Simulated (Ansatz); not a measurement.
# Sn chain started as a zigzag: one chain at several levels of theory, part 4 of 4

Aim: how far do the period, the moment and the conductance of the Sn chain started as a zigzag depend on the functional, the datasets and spin-orbit coupling, and at what cost?

Ansatz 0.2.0; DFT PBE, plane waves, PAW; relaxation of a chain's period (the session's first sound run).

So far. Step 11 (The relaxed wire, cutoff 979.61 eV): The cell's length comes to 4.625 Å, +0.0 % against the first run, with no moment. Step 12 (The relaxed wire): The cell's length comes to 4.624 Å, -0.0 % against the first run, with spin left out.

**14. With spin-orbit coupling (continued)**

Level of this step: DFT PBE, plane waves, fully relativistic PAW; channels of a perfect chain with spin-orbit coupling (Ansatz).

Electronic bands along the path, in eV, zero at the Fermi level:

| point | band 25 | band 26 | band 27 | band 28 | band 29 | band 30 | band 31 | band 32 |
| --- | --- | --- | --- | --- | --- | --- | --- | --- |
| Γ | -0.94 | -0.94 | -0.90 | -0.90 | 0.96 | 0.96 | 1.61 | 1.61 |
| Z | -0.77 | -0.77 | -0.77 | -0.77 | 0.74 | 0.74 | 0.74 | 0.74 |

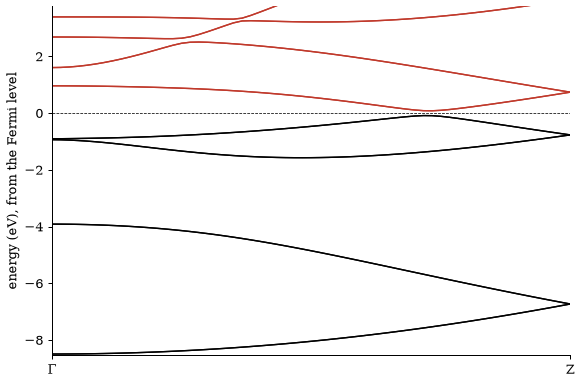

Electronic bands along the path; lines of filled and empty bands in two colours.

At the computed energy nearest the Fermi level there are 0 spinor channels, and the thermal average gives 0.153 G₀; the gap is 0.17 eV.

**15. A varied input: basis.xc_grid = 4 and scf.algorithm = "density_mixing"**

This step: DFT PBE, plane waves, PAW; channels and complex bands of a perfect chain; changed: basis.xc_grid = 4, scf.algorithm = "density_mixing" (Ansatz 0.2.0).

The atoms of the run on the perfect lead (PBE) are kept and the input is varied, to see whether the result depends on it. The ELF is not written this time.

Contents of input.yaml:

```yaml
crystal:
  lattice:
    - [9.0, 0.0, 0.0]
    - [0.0, 7.5, 0.0]
    - [0.0, 0.0, 4.6236065206]
  atoms:
    - { symbol: Sn, position: [0.416675582, 0.5, 0.0] }
    - { symbol: Sn, position: [0.583324418, 0.5, 0.5] }
kpoints:
  mp_grid: { grid: [1, 1, 18] }
  band_path: { path: ["Γ", Z], npoints: 60 }
scf:
  occupations: { method: fermi_dirac, width: 0.05 }
  algorithm: density_mixing
hamiltonian:
  xc: pbe
output:
  transmission:
    e_range: [-2, 2]
    de: 0.035
    kmesh: [1, 1]
    reduced_basis: true
    leads: [[0, 0]]
  dos: { projected: true, e_range: [-6, 4] }
  write_potential: true
  write_density: true
  volumetric_format: npy
basis:
  xc_grid: 4
```

Run with:

```console
$ ansatz run input.yaml --threads 4 --pin off --max-ram 8192MiB --backend cpu --events-out ev --progress --plain --runs-dir out
```

Numbers of over 12 decimals in the logs are rounded to 6 here.

The log of the run:

```text
[...]
Crystal: 2 atoms, lattice volume = 312.093 Å³
Basis set: ecut = 420 eV, 6093 PW (Γ), exchange–correlation on 256×216×128 points (64 copies of the dense FFT grid, shifted against one another)
Bands: 18, of which v1, the nominal top of the filled ones, is band 14 counted from 1 (13 counted from 0)
Symmetry: 8 space group operations
[...]
k-points: 10 of 18
[...]
SCF iter   1: F=—  HF=-12046.299585 eV  |F-HF|=—  |Δ(HF+E_count)|=         —  Δρ=9.19e-4  dr2=6.07e-3  ethr=1.77e-3  ⟨swp⟩=7.2  Hψ=1037  notcnv=0
[...]
SCF iter   6: F=-12046.300964 eV  HF=-12046.300964 eV  |F-HF|=2.08e-9  |Δ(HF+E_count)|=   3.00e-8  Δρ=3.20e-6  dr2=3.42e-8  ethr=3.57e-10  ⟨swp⟩=5.4  Hψ=717  notcnv=0
SCF 1 converged in 6 iterations: F = -12046.300964 eV  dr2 = 3.42e-8
[...]
transmission: 6 of 36 steps passed
transmission: 12 of 36 steps passed
[...]
transmission: 36 of 36 steps passed
[...]
SCF converged after 6 iterations
Free energy (F): -12046.300964 eV
[...]
Internal energy: -12046.291087 eV  (E = F + TS)
E sigma→0 (E₀):  -12046.296026 eV
Entropy (-TS):   -0.009877 eV (-4.939 meV/atom)
Fermi energy:    -1.633043 eV
[...]
--- Band table (eV; the first three rows and the last of 10) ---
  k-point 0: bands = [... 10 lower, -10.1439, -5.5645, -2.5370, -2.5308, -0.6777, -0.0340, 1.0324, 1.7489]
  k-point 1: bands = [... 10 lower, -10.1217, -5.6077, -2.6519, -2.5093, -0.6886, 0.1812, 1.0124, 1.7462]
  k-point 2: bands = [... 10 lower, -10.0549, -5.7432, -2.8859, -2.4450, -0.7276, 0.7200, 0.9482, 1.7258]
  k-point 9: bands = [... 10 lower, -8.3784, -8.3784, -2.3831, -2.3831, -0.9087, -0.9087, 2.3781, 2.3781]
--- Transmission ---
  basis      : 595 plane waves across, 6 finite elements along
  points     : 1, standing for a mesh of 1 x 1
[...]
crystal 0  : Sn2, at the sites [0, 0], period 4.6236 Å: whole cells are its period
[...]
filled         : 0.9 meV under the level at which it is neutral
    channels       : 2.000000e0 a spin
[...]
```

Elapsed: 24 s, on 4 threads of Arm Neoverse V1, shared host; peak memory 0.89 GiB; 85 s of CPU time.

Numbers from this step:

| Property | Result |
| --- | --- |
| energy at zero smearing | -12046.2960 eV |
| conductance of the lead as this run defines it | 2.000 G₀ |
| band gap | 0 eV |

Open channels of the lead, one spin against energy, zero at the Fermi level:

| energy (eV) | open channels of the lead, one spin |
| --- | --- |
| -2.000 | 0 |
| -1.510 | 2 |
| -0.985 | 2 |
| -0.495 | 2 |
| -0.005 | 2 |
| 0.485 | 2 |
| 1.010 | 1 |
| 1.500 | 1 |

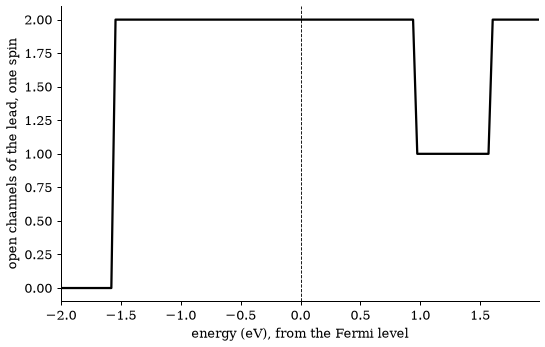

Open channels of the lead, one spin, plotted against energy.

It took 24 s against 23 s for the run it varies, and the conductance is 2.00 G₀ against 2.00 G₀.

The channels at the energy nearest the Fermi level, one spin and conductance of the lead as this run defines it stay within 0.2 % plus 0.001 of the run it varies.

**16. Results**

| Property | Result |
| --- | --- |
| cell length, PBE | 4.624 Å |
| cell length, r2SCAN | 4.577 Å |
| cell length, RPBE | 4.686 Å |
| cell length, LDA | 4.512 Å |
| cell length, PBE, NC files | 4.625 Å |
| cell length, PBE, no spin | 4.624 Å |
| conductance, PBE | 2.00 G₀ |
| conductance, r2SCAN | 2.00 G₀ |
| conductance, RPBE | 2.00 G₀ |
| conductance, LDA | 2.00 G₀ |
| conductance, with spin-orbit coupling | 0.153 G₀ |
| gap, with spin-orbit coupling | 0.169 eV |

What this shows: Under PBE the cell's length is 4.62 Å, no moment survives, and it is a metal with 2 channels a spin next to the Fermi level, 2.00 G₀ at 300 K. That holds only without spin-orbit coupling. Spin-orbit coupling opens a gap of 0.17 eV, so the channels found without it at the Fermi level close. The cell's length spans 3.9 % over the functionals, shortest under LDA and longest under RPBE. A perfect wire passes every open channel, so the conductance counts half a G₀ for each forward-moving state at the Fermi level, spin by spin. At the relaxed period it forms two rows 1.50 Å apart, with 2.76 Å between atoms of unlike rows and 4.62 Å along a row: a zigzag. Transport is coherent and elastic here: the atoms are frozen, so scattering by vibrations plays no part.

[Logs are printed without paths, hosts, clocks, repeated set-up lines and the standing remarks that a program may print on its own settings, such as how far it seeks lower states.]

[Hosts, paths, dates, database ids (printed as entryN), source tags and the programs' standing remarks are cut or masked in the printed files.]
